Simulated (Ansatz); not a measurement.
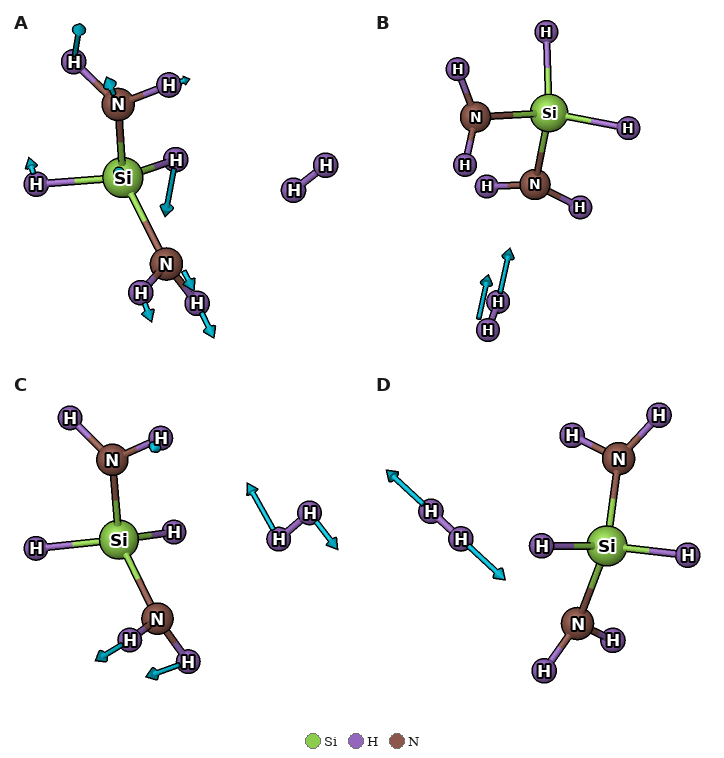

4 normal modes of one molecule or complex, as arrows. Harmonic vibrations computed with RKS PBE0-D4/def2-TZVP (Ansatz 0.2.0) at a stationary point of the same level.

> Match the panels to the wavenumbers 158 cm⁻¹, 401 cm⁻¹, 820 cm⁻¹, 4359 cm⁻¹.

A: 820 cm⁻¹
B: 158 cm⁻¹
C: 401 cm⁻¹
D: 4359 cm⁻¹, H–H stretching
